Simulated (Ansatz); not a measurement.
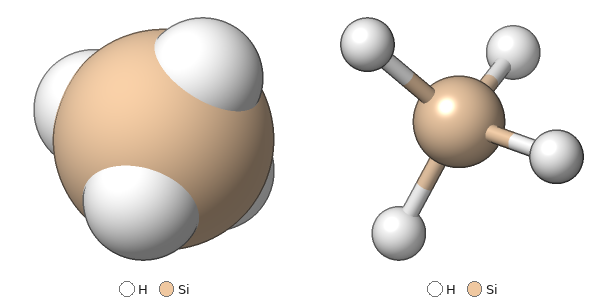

Both panels show the same species.

Describe the molecule.

It has 5 atoms: 1 silicon and 4 hydrogen (SiH₄). This geometry has Td symmetry. Coordination: 1 Si tetrahedral.

The parts below concern this one geometry. Atoms keep their numbers from picture to picture. The geometry was computed by an optimisation with PBE0-D4/def2-TZVP.

**Thermal motion**

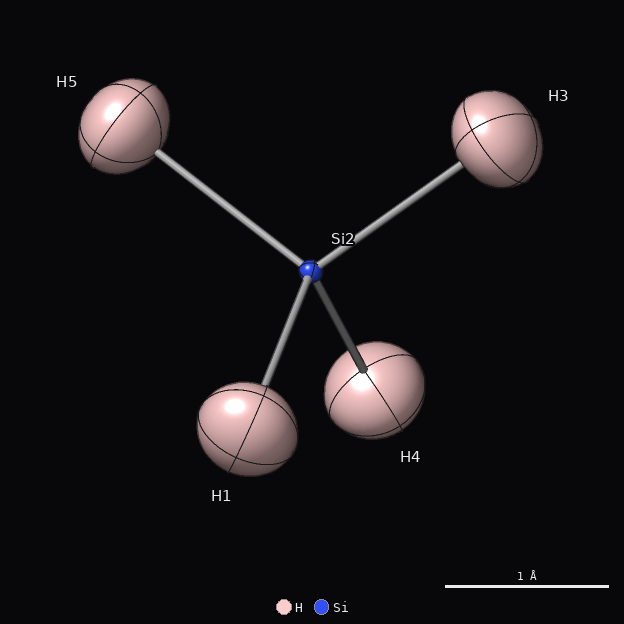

Displacement ellipsoids at the 50 % level, enlarged 2 times, from the internal vibrations of the free molecule (harmonic, no overall translation or rotation; no half-axis is drawn under 0.075 Å). Vibrations computed with RKS PBE0-D4/def2-TZVP (Ansatz 0.2.0). Temperature: 200 K.

> Which atom moves most?

H1, H3, H4, H5, with U_eq = 0.0095 Å².

Give the displacement parameters, one line for each set of equivalent atoms.

```json
{"atom": "H1, H3, H4, H5", "U_eq (Å²)": "0.0095", "rms amplitudes (Å)": "0.085, 0.103, 0.103"}
{"atom": "Si2", "U_eq (Å²)": "0.00007", "rms amplitudes (Å)": "0.008, 0.008, 0.008"}
```

**Electronic properties**

Properties computed with RKS PBE0-D4/def2-TZVPP (Ansatz 0.2.0).

Predict the main results.

- HOMO energy (Kohn–Sham orbital): −9.86 eV
- LUMO energy (Kohn–Sham orbital): 1.06 eV
- HOMO–LUMO gap: 10.92 eV

**Charges**

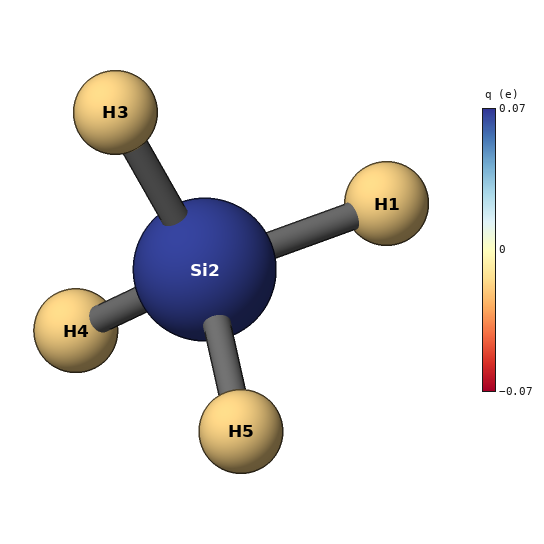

Atoms are coloured by their Mulliken charges. Level of theory: RKS PBE0-D4/def2-TZVP (Ansatz 0.2.0).

Give the Mulliken charges atom by atom.

```tsv
atom	value (e)
H1	−0.02
Si2	0.07
H3	−0.02
H4	−0.02
H5	−0.02
```

Mulliken values depend strongly on the basis set and can even reverse the polarity of a bond.
